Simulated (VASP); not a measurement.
Band structure of Ti₃GeN (space group Pm-3m). Level of theory: PBEsol GGA, VASP's PBE PAW potentials (set 64) (plane waves; VASP 6.6.1).

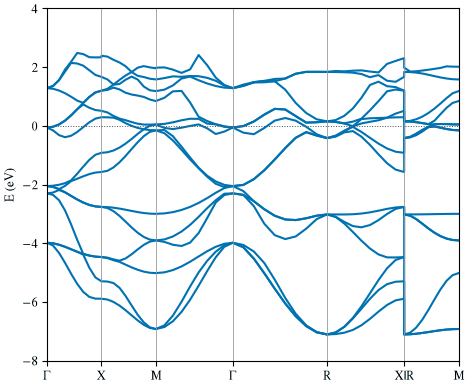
*Bands along high-symmetry lines, zero at the valence-band maximum or, without a gap, the Fermi level*

Read the plot: is there a gap, and where are the band edges?

It has no gap at this level: it comes out as a metal or semimetal.

The structure was generated: Ti3GeN was put into an ordered model structure, which need not be its known phase. The cell was not relaxed at this level. The electron count is odd and the run is not spin-polarised, which forces a metal.
